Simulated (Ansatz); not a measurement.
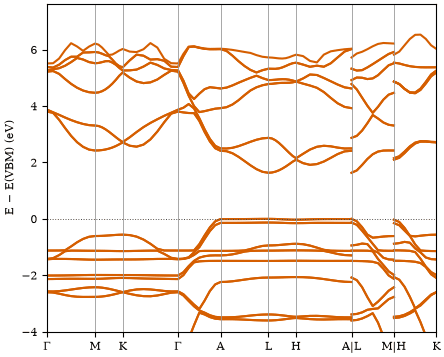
Fig. 1. Band structure from DFT-r²SCAN with spin–orbit coupling in the program Ansatz with PAW potentials

Q: Read off the gap and where the band edges lie.

A: About 1.6 eV (1.63 eV by a search for the band edges); maximum at L, minimum at L.

The material is Rb2PdC2 in space group P-3m1 (No. 164; C on 2c, Rb on 2d, Pd on 1a).

The workflow started from an entry of the Crystallography Open Database (COD). Its standing as an ambient phase is unchecked. The r²SCAN relaxation kept the symmetry of its start; whether a distortion lowers the energy is not shown. The run is not spin-polarised.

Potentials: the later of the program's two PAW sets.
